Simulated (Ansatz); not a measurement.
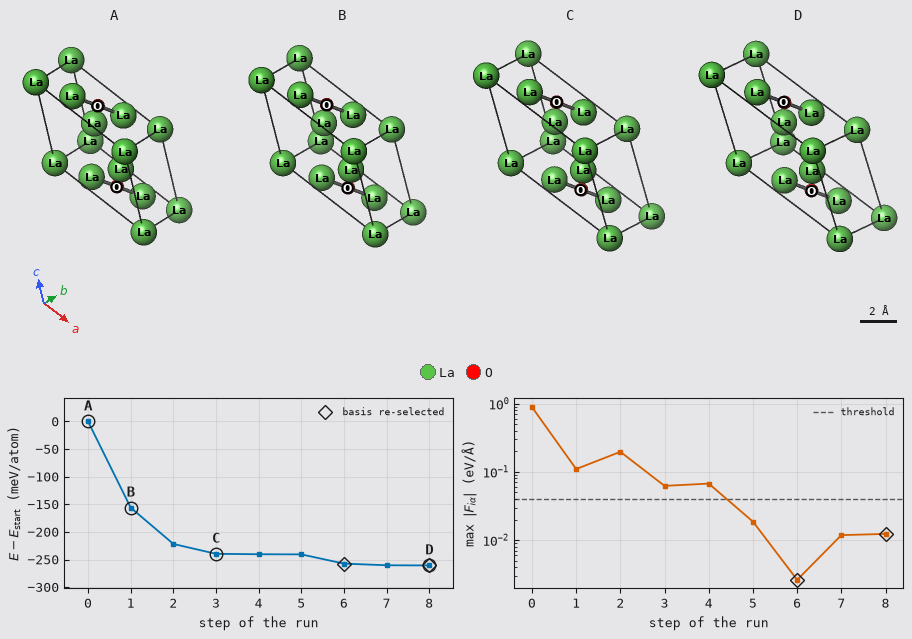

Frames of a relaxation of crystalline La5O (a generated structure, set up in I4/mmm) (coarse preliminary run), marked on the history of the run. Style: ball-and-stick. Shown: the cell of the calculation, slightly off an axis.

Method: DFT PBE, scalar-relativistic, plane waves, PAW in Ansatz 0.2.0.

Input
```yaml
crystal:
  lattice:
    - [-3.08842935, 3.08842935, 4.7343953]
    - [3.08842935, -3.08842935, 4.7343953]
    - [3.08842935, 3.08842935, -4.7343953]
  atoms:
    - { symbol: La, position: [0.75, 0.25, 0.5] }
    - { symbol: La, position: [0.25, 0.75, 0.5] }
    - { symbol: La, position: [0.29490105, 0.29490105, 0.0] }
    - { symbol: La, position: [0.70509895, 0.70509895, 0.0] }
    - { symbol: La, position: [0.0, 0.0, 0.0] }
    - { symbol: O, position: [0.5, 0.5, 0.0] }
basis:
  ecutwfc: 420
kpoints:
  mp_grid: { grid: [4, 4, 4] }
hamiltonian:
  xc: pbe
scf:
  occupations: { method: gaussian, width: 0.1 }
  lower_state_search: "off"
output:
  forces: true
  stress: true
  eigenvalues: true
relax:
  adjacent_minimum: "off"
  f_tol: 0.04
  max_steps: 70
  cell: { stress_tol: 0.4 }
```

Command:
```bash
ansatz run input.yaml --threads 1 --pin off --max-ram 2560MiB --backend cpu --events-out ev --progress --plain --runs-dir out
```

Describe the path.

The largest moves relative to the cell, 0.21 Å, are those of La3 and La4. La3 goes along [1 1 0]. O stays in place. The volume changes by +31.1 %, with a = b = c 6.441 → 7.212 Å (+12.0 %), α 122.7° → 126.1°, β 122.7° → 126.1°, γ 85.4° → 79.8°. Near-neighbour distances that change, for instance: La3–La5 2.792 → 3.473 Å, La1–La3 3.118 → 3.346 Å, La3–O6 1.942 → 2.060 Å. The space group stays I4/mmm (No. 139). Over 6 accepted moves (8 points after the start) the energy falls by 261 meV per atom. Largest force component: 0.89 eV/Å at the start, 0.012 eV/Å at the end. Pressure: 10.63 GPa at the start and 0.24 GPa at the end. At 2 points the geometry stayed and the basis and grid were re-selected for the new cell (energy shift of 16.7 meV per atom at most each time). Cost: 3.3 min on 1 thread of Intel(R) Xeon(R) Processor @ 2.50GHz (Skylake/Cascade Lake) (shared host), peak memory 0.54 GiB. From step 0 to 1: La atoms move most (0.03 Å), volume +8.7 %, energy −156 meV per atom. From step 1 to 3: La atoms move most (0.12 Å), volume +17.7 %, energy −83.6 meV per atom. From step 3 to 8: La atoms move most (0.06 Å), volume +2.5 %, energy −21.0 meV per atom.

Limits of the set-up: layers or molecules are held without a dispersion correction, so their spacing is unreliable.
